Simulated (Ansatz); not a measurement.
**OH (SMILES [OH]) at 6 levels**

Wanted: a comparison of 6 runs (U-wB97X/3-21G, UB3LYP/3-21G, UBLYP/3-21G, UCAM-B3LYP/3-21G, UCCSDT(Q)/3-21G, UCCSD(T)/cc-pVDZ) of OH. 

Program for the calculation: Ansatz 0.2.0.

62 further runs of the same task are left out: 62 set aside as unsound or not needed.

## Step 1: The molecule

OH has 2 atoms, charge 0, and is taken as a doublet. As SMILES, `[OH]`. The H2–O1 distance was set to 1.927 Å, away from the relaxed value.

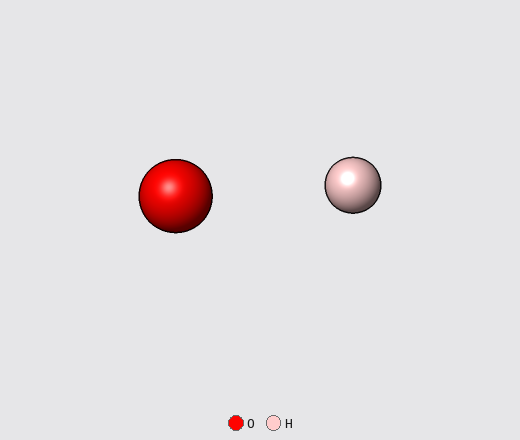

The structure, seen from a chosen angle (oxygen red, hydrogen pink).

## Step 2: The energy at U-wB97X/3-21G (run 1)

File in.yaml:

```yaml
crystal:
  periodic: [false, false, false]
  atoms:
    - {symbol: O, position_ang: [1.235306, -0.395489, 0.637288]}
    - {symbol: H, position_ang: [-0.411770, 0.131830, -0.212430]}
basis:
  gaussian: {orbitals: 3-21G.json}
magnetization: {spin_polarized: true, initial_magnetization: 1}
hamiltonian: {xc: {name: wB97X}}
accuracy: high
```

The basis set 3-21G is read from a file made from the Basis Set Exchange's data (not shown).

The run is started by

```console
$ ansatz run in.yaml --threads 1 --pin off --max-ram 2610MiB --events-out events.jsonl --progress --plain --runs-dir runs
```

Standard output:

```text
Warning: RAYON_NUM_THREADS=1 ignored (pool sized by the plan → 1); use --threads N
Functional definition: wB97X
  name "wB97X"
  parameter omega = 0.3/bohr
  parameter cx = 0.157706
  parameter cx1 = 0.726479
  parameter cx2 = 1.04760
  parameter cx3 = -5.70635
  parameter cx4 = 13.2794
  parameter css1 = -4.33879
  parameter css2 = 18.2308
  parameter css3 = -31.7430
  parameter css4 = 17.2901
  parameter cos1 = 2.37031
  parameter cos2 = -11.3995
  parameter cos3 = 6.58405
  parameter cos4 = -3.78132
  exchange = spin_sum(e_x_unif_sr(omega)*poly(b97_u_x, 1 - cx, cx1, cx2, cx3, cx4)) + cx*exact_x_sr(omega)
      + exact_x_lr(omega)
  correlation = spin_sum(e_c_pw_same_spin*poly(b97_u_same, 1, css1, css2, css3, css4))
      + integral(e_c_pw_opposite_spin*poly(b97_u_opposite, 1, cos1, cos2, cos3, cos4))
147 factors; integrals over basis functions are off by at most 5.0e-9 eV
72 factors; integrals over basis functions are off by at most 1.2e-9 eV
mean field evaluation 1: about -2041.2235 eV, gradient 2.1e1 eV
mean field evaluation 2: about -2039.0625 eV, gradient 3.4e1 eV
mean field evaluation 4: about -2044.4959 eV, gradient 1.9e0 eV
mean field evaluation 8: about -2044.3106 eV, gradient 6.4e-2 eV
mean field evaluation 16: about -2045.1540 eV, gradient 3.1e-7 eV
mean field evaluation 32: about -2045.1540 eV, gradient 1.5e-4 eV
mean field -2045.15403375 eV, -75.1580244851 hartree, gradient 1.8e-8 eV, S^2 1.431046; 2 other end points of the search recorded, 0 dependent functions left out
reference -2045.15403350 eV, -75.1580244759 hartree; 5, 4 occupied and 6, 7 virtual orbitals, 147 factors
Total energy: -2045.15403350 eV, -75.1580244759 hartree
```

It took 3.3 s on 1 thread of Arm Neoverse V2, shared host; peak memory 0.17 GiB.

## Step 3: The energy at UB3LYP/3-21G (run 2)

File molecule.yaml:

```yaml
crystal:
  periodic: [false, false, false]
  atoms:
    - symbol: O
      position_ang: [1.235306, -0.395489, 0.637288]
    - symbol: H
      position_ang: [-0.411770, 0.131830, -0.212430]
basis:
  gaussian:
    orbitals: 3-21G.json
magnetization:
  spin_polarized: true
  initial_magnetization: 1
hamiltonian:
  xc: {name: B3LYP}
accuracy: high
```

The basis set 3-21G is read from a file made from the Basis Set Exchange's data (not shown).

The run is started by

```console
$ ansatz run molecule.yaml --threads 1 --pin off --max-ram 2610MiB --events-out events.jsonl --progress --plain --runs-dir runs
```

Standard output:

```text
Warning: RAYON_NUM_THREADS=1 ignored (pool sized by the plan → 1); use --threads N
Functional definition: B3LYP
  name "B3LYP"
  parameter a0 = 0.2
  parameter ax = 0.72
  parameter ac = 0.81
  exchange = (1 - a0 - ax)*slater_x + ax*b88_x + a0*exact_x
  correlation = (1 - ac)*vwn_rpa_c + ac*lyp_c
147 factors; integrals over basis functions are off by at most 5.0e-9 eV
mean field evaluation 1: about -2041.8441 eV, gradient 2.3e1 eV
mean field evaluation 2: about -2030.1333 eV, gradient 4.6e1 eV
mean field evaluation 4: about -2045.4122 eV, gradient 3.1e0 eV
mean field evaluation 8: about -2045.2098 eV, gradient 1.2e0 eV
mean field evaluation 16: about -2045.8442 eV, gradient 2.8e-5 eV
mean field evaluation 32: about -2045.8442 eV, gradient 4.7e-4 eV
mean field -2045.84419601 eV, -75.1833874804 hartree, gradient 1.5e-8 eV, S^2 1.352991; 4 other end points of the search recorded, 0 dependent functions left out
reference -2045.84421077 eV, -75.1833880227 hartree; 5, 4 occupied and 6, 7 virtual orbitals, 147 factors
Total energy: -2045.84421077 eV, -75.1833880227 hartree
```

Run time: 0.86 s. Hardware: 1 thread of Arm Neoverse V2, shared host.

Runs 3 to 5 aren't shown in full; the table further down has their settings and results.

## Step 4: A single-point energy at UCCSD(T)/cc-pVDZ (run 6)

File in.yaml:

```yaml
basis:
  gaussian:
    orbitals: cc-pVDZ
crystal:
  periodic: [false, false, false]
  atoms:
    - {symbol: O, position_ang: [1.235306, -0.395489, 0.637288]}
    - {symbol: H, position_ang: [-0.411770, 0.131830, -0.212430]}
magnetization:
  spin_polarized: true
  initial_magnetization: 1
correlation:
  method: ccsd_t
  frozen_orbitals: {H: 0, O: 1}
accuracy: high
scf:
  omitted_lower_state_checks: [cluster_reference, increment]
```

The run is started by

```console
$ ansatz run in.yaml --threads 1 --pin off --max-ram 2610MiB --events-out events.jsonl --progress --plain --runs-dir runs
```

Standard output:

```text
Warning: RAYON_NUM_THREADS=1 ignored (pool sized by the plan → 1); use --threads N
[... 17 lines left out ...]
1 core orbitals not correlated: weight in the atoms' cores, before any rotation towards them, 1.000 or more for the frozen orbitals, at most 0.000 for the correlated occupied ones
[... 35 lines left out ...]
Total energy: -2052.41775412 eV, -75.4249612854 hartree
Checks for a lower state left out: cluster_reference, increment
```

Wall time 0.38 s (1 thread of Arm Neoverse V2, shared host).

## Step 5: Overview of the runs

```
run             level  frozen core orbitals  energy (Eh)   ⟨S²⟩  wall time
  1     U-wB97X/3-21G                     –   -75.158024  1.431      3.3 s
  2      UB3LYP/3-21G                     –   -75.183388  1.353     0.86 s
  3       UBLYP/3-21G                     –   -75.169518  1.168      0.8 s
  4  UCAM-B3LYP/3-21G                     –   -75.153761  1.411     0.98 s
  5   UCCSDT(Q)/3-21G                     1   -74.964993  1.644      1.6 s
  6  UCCSD(T)/cc-pVDZ                     1   -75.424961  1.646     0.38 s
```

## Step 6: Summary of results

| quantity | value |
| --- | --- |
| run 6: total energy | -75.42496 Eh |
| run 6: correlation energy (1 core orbital frozen) | -132.0 mEh |
| run 6: (T) correction | -3.50 mEh |
| run 6: ⟨S²⟩ of the reference determinant | 1.646 |
| run 6: T1 diagnostic | 0.048 |

**Reading.** Totals of different functionals can't be ranked against each other. Spin contamination of the reference: run 6 ⟨S²⟩ = 1.65, run 5 ⟨S²⟩ = 1.64, run 1 ⟨S²⟩ = 1.43, run 4 ⟨S²⟩ = 1.41, run 2 ⟨S²⟩ = 1.35, run 3 ⟨S²⟩ = 1.17. Where it is this large, the reference is a mixture of spin states, and values that rest on it are in doubt. All runs together took 8 s, the longest 3.3 s.
